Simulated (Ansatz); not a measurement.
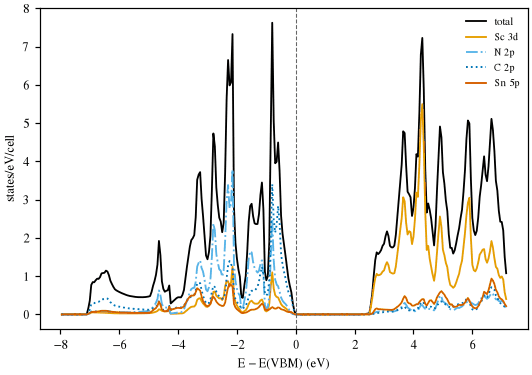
Total and projected density of states of ScSnCN in space group P3m1 (No. 156; Sc on 1b, Sn on 1c, C on 1b, N on 1c), DFT-r²SCAN in the program Ansatz with PAW potentials

Which orbitals carry the states next to the gap?

Top 1 eV of the valence band: C 2p 55 %, N 2p 23 %, Sc 3d 12 %. Bottom 1 eV of the conduction band: Sc 3d 64 %, Sn 5s 7 %, Sn 5p 7 %, outside the projected shells 7 %. Projections are on Löwdin-orthogonalised atomic valence shells; empty p or d shells of many metals are not among them.

Where is the tallest occupied peak in this window, and what makes it?

Near -0.8 eV, about 7.6 states/eV per cell; the largest projected share is C 2p.

The start of the workflow was typed in or built on a structure type; neither database checked (COD, Materials Project) lists it. Whether it is the stable phase at ambient conditions was not checked. Symmetry was held in the r²SCAN relaxation; its stability against distortions is not shown here. No spin polarisation was allowed. Spin–orbit coupling is left out wherever it is not named.

Potentials: the earlier of the program's two PAW sets.
